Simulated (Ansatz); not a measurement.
```yaml
atoms:
  - { symbol: Ge, position_ang: [0.0043, 0.0004, -0.0010] }
  - { symbol: Cl, position_ang: [-0.4872, -0.2478, -2.3203] }
  - { symbol: Cl, position_ang: [0.4829, 0.2474, 2.3213] }
```

Geometry: PBE-D4/def2-TZVPD.

Computed with UKS PBE0-D4/def2-TZVPD (Ansatz).

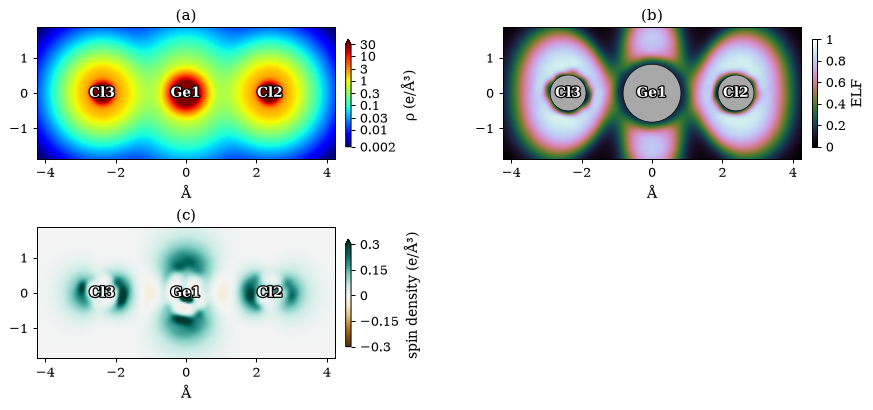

Cl$_{2}$Ge (charge −1, quartet). (a) electron density; (b) ELF; (c) spin density on a plane that holds the molecular axis. Grey discs cover the atomic cores in the ELF map.

Interpret the plot.

The plane passes through Ge and Cl nuclei.
Ge–Cl (2.38 Å): ρ is about 0.48 e/Å³ halfway; the ELF peaks at about 0.80 in the valence shell of Cl, 0.9 Å from its nucleus, and is about 0.55 at the midpoint.
The ELF also peaks beside Cl3 and Cl2, away from the bonds: non-bonding electrons, paired or unpaired.
The unpaired spin (3 electrons) lies mostly on Ge1 (about 2.2), Cl2 (about 0.4) and Cl3 (about 0.4), in electrons by Hirshfeld's partition.
